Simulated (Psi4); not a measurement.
# U-wB97M-V/def2-SVP run of doublet C3H5F+

We compute a single-point energy of doublet C3H5F+. 

The calculation is run with Psi4 1.11.

2 further runs of the same task are left out: 2 set aside as unsound or not needed.

### 1 Starting point

C3H5F+ has 9 atoms, charge +1, and is taken as a doublet. SMILES of the parent species: `C=CCF`. The coordinates come from a PBE0-D4/def2-TZVP relaxation. That shape belongs to the parent species and isn't relaxed for this state.

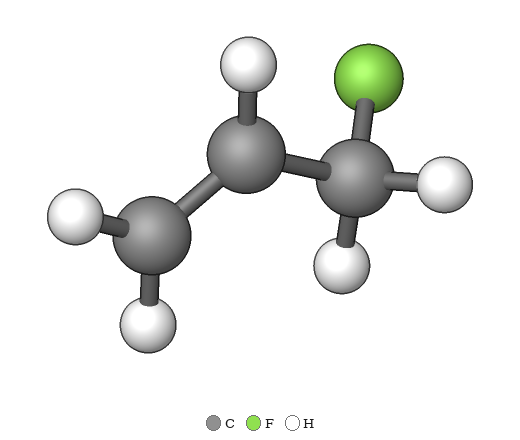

Viewed from a chosen angle; carbon grey, fluorine green, hydrogen white.

### 2 The energy at U-wB97M-V/def2-SVP

File calc.inp:

```
memory 1600 MB

molecule molecule1 {
  1 2
  C     -1.09226170     2.12121757    -1.14895348
  C      0.66612846     0.40704701    -0.66782921
  C      0.37889009    -1.61155844     1.26328191
  F      0.81352710    -3.96502335     0.19331898
  H     -0.79840929     3.60786512    -2.52599691
  H     -2.89449351     2.10515490    -0.16837460
  H      2.45626602     0.43595982    -1.67524221
  H      1.75706735    -1.38101185     2.79150343
  H     -1.52463104    -1.61061358     2.06868319
  units bohr
  symmetry c1
  no_reorient
  no_com
}

set {
  basis                def2-SVP
  reference            uks
  puream               true
  e_convergence        1e-09
  d_convergence        1e-08
  scf_type             pk
  dft_radial_points    99
  dft_spherical_points 590
  maxiter              200
}

result, w = energy("wb97m-v", return_wfn=True)
print_variables()
```

Started as:

```sh
$ psi4 -i calc.inp -o calc.out -n 1
```

What values should one expect? Wanted: total energy; HOMO energy; LUMO energy; ⟨S²⟩.

Computed results:

Level: U-wB97M-V/def2-SVP.

| quantity | value |
| --- | --- |
| total energy | -216.48908 Eh |
| HOMO energy (highest over α and β) | -17.89 eV |
| LUMO energy (lowest over α and β) | -10.67 eV |
| ⟨S²⟩ | 0.753 |
